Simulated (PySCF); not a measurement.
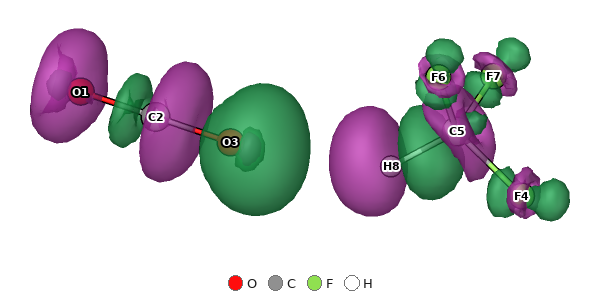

Figure. C₂HF₃O₂, SMILES `O=C=O.FC(F)F`. Density of the complex less the densities of the two fragments at the same geometry, ±0.002 e/Å³ (green: gain, purple: loss). Fragment A: CO2 (atoms 1–3); fragment B: HCF3.

Level of theory: B3LYP/6-311+G** (PySCF), at a geometry from GFN2-xTB.

Cartesian coordinates (Å):

```
O1      -3.9681    0.0103   -0.1753
C2      -2.8668   -0.0039    0.1233
O3      -1.7613   -0.0178    0.4249
F4       2.5793    0.1442    0.9284
C5       1.5586   -0.0008    0.0891
F6       1.5902    1.0034   -0.7817
F7       1.7286   -1.1366   -0.5807
H8       0.6013   -0.0111    0.6352
```

### How is the density rearranged on binding?

Hirshfeld charges show 0.005 e passing from A to B. By Hirshfeld charges, electrons gather most on O3 (−0.013 e) and leave O1 most (+0.011 e); 0.04 e is displaced in all, which induces a dipole of 0.38 D.

### What is the interaction energy, and which contacts carry it?

The counterpoise-corrected interaction energy of the frozen fragments is −0.9 kcal/mol without dispersion correction and −1.6 kcal/mol with D3(BJ). The pair geometry is semi-empirical, not a minimum at this level. Contacts: O3···H8, weak C–H hydrogen bond, 2.37 Å, ρ = 0.009 a.u. The pose is a local one from a semi-empirical search, not shown to be the most stable.

Cost of the run: 23 s on 1 thread of Intel(R) Xeon(R) 6975P-C (Granite Rapids) (shared host), peak memory 0.72 GiB.
